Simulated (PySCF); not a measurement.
**C₄H₇F: NMR shifts and spin-spin couplings**

Wanted: the NMR shifts and spin-spin couplings of C₄H₇F (`CC/C=C\F`), by calculation.

Programs: PySCF 2.14.0, with density-fitted response routines of our own. Each step states its level of theory. These are calculated values for one molecule in the gas phase, unless marked as measured. Atoms count from 0, in the outputs and in this text.

## Step 1: Starting geometry

12 atoms, charge 0, multiplicity 1; geometry from: GFN2-xTB.

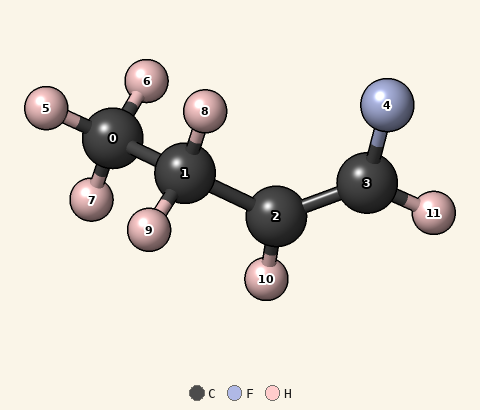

The starting geometry (carbon dark grey, fluorine light blue, hydrogen pink), atoms numbered.

## Step 2: Nuclear shieldings: PBE0/pcSseg-1

What the job is given:

```
{"job": {"kind": "nmr", "xc": "PBE0", "basis": "pcSseg-1"}, "charge": 0, "multiplicity": 1}
C     -1.566871    -0.429293     0.017971
C     -0.442876     0.602553    -0.065569
C      0.833471     0.049564     0.482599
C      1.956979    -0.084026    -0.195813
F      2.073421     0.294820    -1.483576
H     -2.491939    -0.009761    -0.369429
H     -1.315626    -1.310682    -0.567456
H     -1.730361    -0.735933     1.049009
H     -0.295759     0.908369    -1.101991
H     -0.724437     1.484970     0.515765
H      0.821259    -0.282417     1.509755
H      2.883938    -0.488849     0.182709
```

Level: GIAO PBE0/pcSseg-1 NMR shielding, non-relativistic, gas phase.

**Question.** This job is followed by: B3LYP/pcJ-1 indirect spin-spin coupling, non-relativistic, gas phase. What will the session give for the following? 13C shifts against TMS (PBE0/pcSseg-1); 1H shifts against TMS (PBE0/pcSseg-1, means over atoms taken as alike); 19F shifts against CFCl3 (PBE0/pcSseg-1); largest coupling of the table (B3LYP/pcJ-1).

The runs gave:

```
                                                              quantity                         value
                                13C shifts against TMS (PBE0/pcSseg-1)  157.0, 120.9, 21.2, 17.3 ppm
1H shifts against TMS (PBE0/pcSseg-1, means over atoms taken as alike)    6.83, 4.97, 2.31, 1.07 ppm
                              19F shifts against CFCl3 (PBE0/pcSseg-1)                    -129.8 ppm
                           largest coupling of the table (B3LYP/pcJ-1)      1J(C,F) C3–F4, -324.4 Hz
```

**Reading.** At PBE0/pcSseg-1: The widest tensor belongs to F4: span 218 ppm, with a paramagnetic part of -174 ppm. Of the pairs tabulated at B3LYP/pcJ-1, C3–F4 couples most strongly (-324.4 Hz; Fermi contact -317.8 Hz). Couplings across rotatable bonds belong to this one conformer; where others are populated, the observed values are averages.
